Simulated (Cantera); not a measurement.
A closed system holds: 1 mol SiO₂, 2100 mol H₂, 0.77 mol H₂O, at 360000 Pa.

Equilibrium computed with Cantera from the NASA thermochemical tables; the gas is ideal and each condensed phase is pure. Candidate condensed phases: H₂O, Si, SiO₂; 18 gas species. The tables hold silica as quartz up to 1696 K and as liquid above; real silica turns to tridymite and cristobalite and melts near 1996 K. The numbers say what is thermodynamically allowed, not how fast it happens.

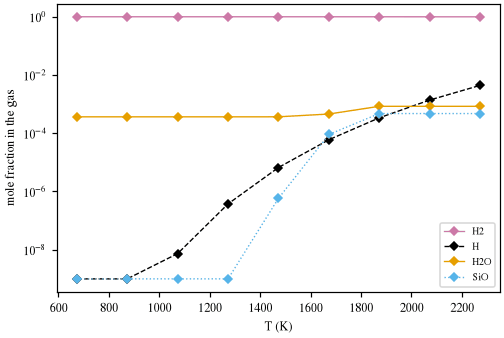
Figure. Equilibrium gas composition (values under 1e-9 drawn at 1e-9)

Question: Read off the mole fractions at 2073 K.

Answer: H₂ about 1.00, H about 0.0014, H₂O about 0.00084, SiO about 0.00048.
